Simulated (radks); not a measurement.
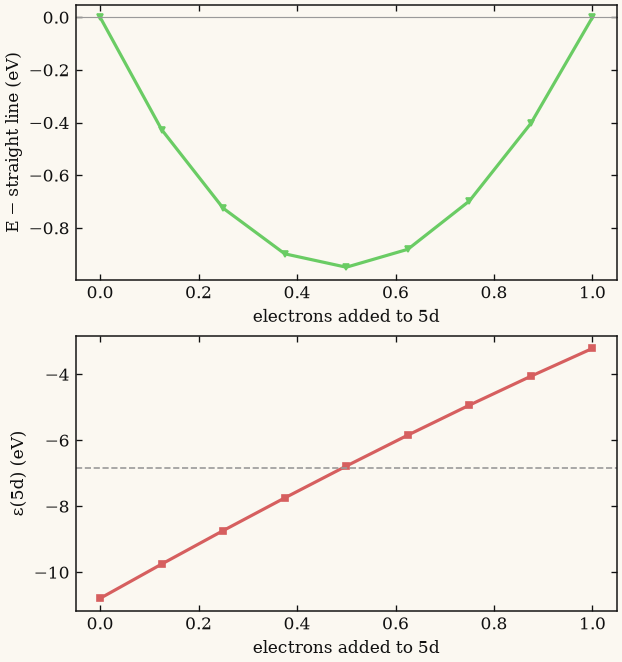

All numbers are computed, not measured: non-relativistic Kohn-Sham, r2SCAN, spin-unpolarised, spherical densities, point nucleus (the in-house radial solver radks). The occupation of the 5d shell is varied from Gd⁺ ([Xe] 4f7 6s2) to Gd ([Xe] 4f7 5d1 6s2), with spherical fractional occupations. The plot shows the total energy less the straight line between the end points, and the eigenvalue of 5d (the dashed line is minus the energy to take the whole electron out).

Describe the curve.

Answer. The curve is convex (below the straight line), with the largest deviation among the points computed, −0.95 eV, at 0.5. The end points differ by 6.86 eV, the energy to take the electron out. The eigenvalue, which is the slope of the energy (Janak's theorem), moves from −10.8 eV at 0 to −3.22 eV at 1; for a straight line it would stay constant, and a parabola would sag by an eighth of this change, scaled to a whole electron, 0.95 eV. Convexity is the mark of the delocalisation error, which puts fractional charges too low; for p, d and f shells the spherical spreading of the fraction adds to it.
